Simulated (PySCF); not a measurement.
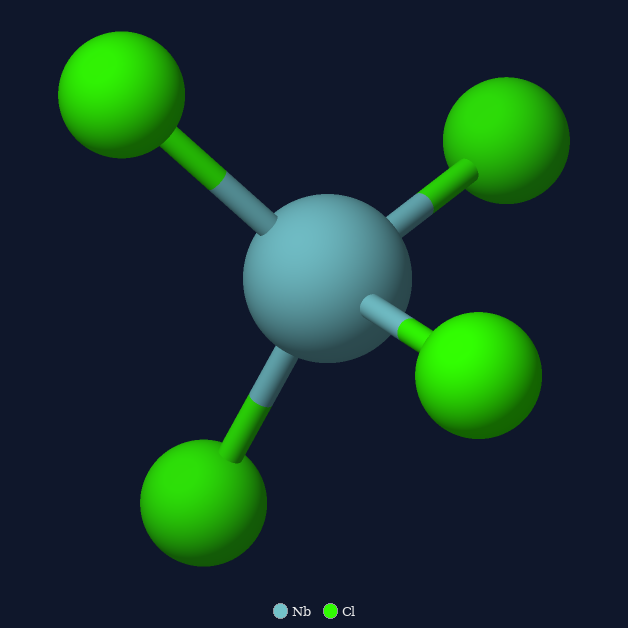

A molecule with one transition-metal atom. The species has charge +1 and is a spin singlet. Computed geometry: B3LYP/def2-SVP with core potentials optimisation.

Question: What is the coordination number of the metal, and which atoms bind to it?

Answer: Nb binds 4 atoms: 4 Cl at 2.22 Å. The arrangement is tetrahedral.

Question: What are the formal oxidation state of the metal and its number of d electrons?

Answer: Nb(V), d⁰, counting the ligands as closed-shell ions or neutral donors.

The search tried a few shapes and spins; others may lie lower.
